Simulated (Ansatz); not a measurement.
Cr$_{3}$GaO$_{6}$

```xyz
30
Lattice="-2.5334 4.3879 0.0000 5.0668 0.0000 0.0000 0.0000 0.0000 -13.6706" Properties=species:S:1:pos:R:3 pbc="T T T"
Ga    0.0000    2.9253  -13.3595
Ga    0.0000    0.0000   -8.8026
Ga    2.5334    1.4626   -4.2457
Cr    0.0000    0.0000  -11.5884
Cr    2.5334    1.4626   -7.0316
Cr    0.0000    2.9253   -2.4748
Cr    0.0000    2.9253   -9.3661
Cr    0.0000    0.0000   -4.8092
Cr    2.5334    1.4626   -0.2524
Cr    2.5334    1.4626  -11.1780
Cr    0.0000    2.9253   -6.6212
Cr    0.0000    0.0000   -2.0643
O     0.7687    1.3197  -10.2644
O     3.3021    2.7823   -5.7076
O     0.7687    4.2449   -1.1507
O     3.2919    3.0624  -10.2644
O     3.2918    0.1371   -5.7076
O     0.7585    1.5998   -1.1507
O     3.5395    0.0059  -10.2644
O     1.0062    1.4686   -5.7076
O    -1.5272    2.9312   -1.1507
O     1.7738    0.1369  -12.5454
O    -0.7595    1.5995   -7.9886
O     1.7739    3.0622   -3.4317
O     4.0613    1.4678  -12.5454
O     1.5279    2.9304   -7.9886
O     1.5279    0.0051   -3.4317
O     1.7649    2.7833  -12.5454
O    -0.7684    4.2459   -7.9886
O     4.2984    1.3206   -3.4317
```

Space group R3; a generated structure, not necessarily the stable one; the SCF solution may not be the lowest one; Hubbard U of 3.7 eV on Cr d only; the program warned that another magnetic order may lie lower; spin-polarised.

Level of theory: Ansatz, DFT PBE+U, scalar-relativistic, plane waves, PAW.

**Predict the valence pseudo-density, electron localisation function and spin density between the atoms.**

Ga–O (1.95 Å): ρ at the midpoint is about 0.66 e/Å³; the ELF peaks at about 0.85 in the valence shell of O, 0.6 Å from its nucleus, and is about 0.35 at the midpoint.
Cr–O (2.02 Å): ρ at the midpoint is about 0.57 e/Å³; the ELF peaks at about 0.85 in the valence shell of O, 0.7 Å from its nucleus, and is about 0.20 at the midpoint; no shared electron pair shows on this line.
Cr–O (2.02 Å): the density is about 0.57 e/Å³ at the midpoint; the ELF peaks at about 0.85 in the valence shell of O, 0.7 Å from its nucleus, and is about 0.20 at the midpoint; no shared electron pair shows on this line.
Ga–O (2.11 Å): the density is about 0.46 e/Å³ at the midpoint; the ELF peaks at about 0.85 in the valence shell of O, 0.6 Å from its nucleus, and is about 0.25 at the midpoint: no localised pair shows between them.
The spin density sits on Cr: +2.5 μB (×9) in one cell of 30 atoms, with smaller moments on O (up to −0.05 μB): parallel main moments (a ferromagnetic arrangement) in this solution. The cell of the calculation (10 atoms) carries 9.0 μB of net spin moment.

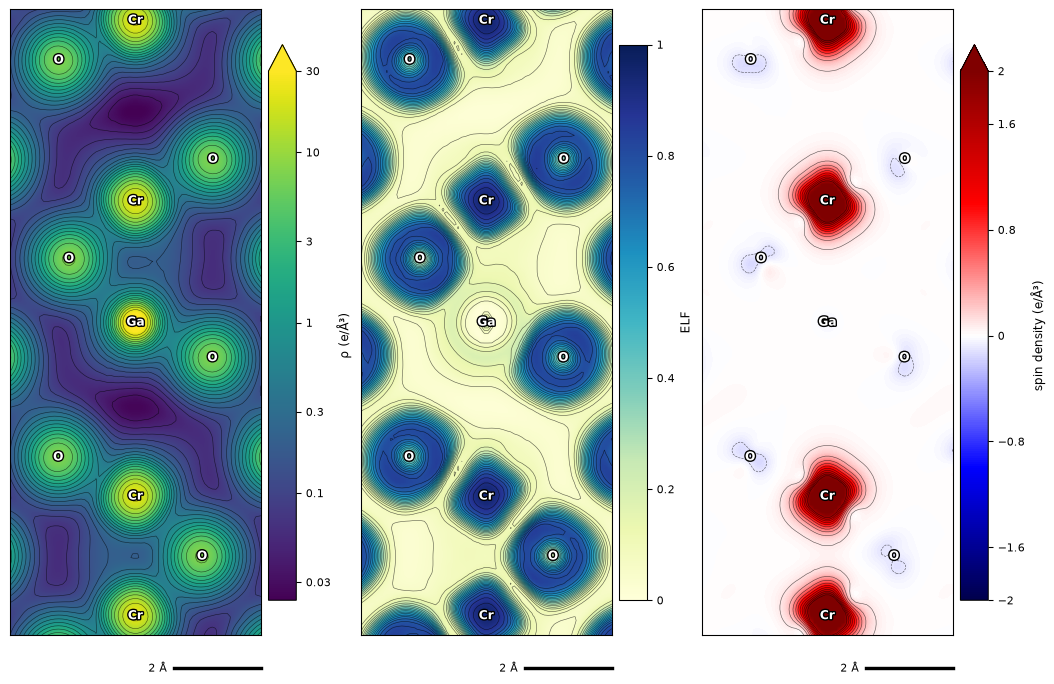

Computed valence pseudo-density, electron localisation function and spin density on the (100) plane of the conventional cell, in this order. 

In a PAW calculation such maps are meaningful between the atoms, not at the nuclei.
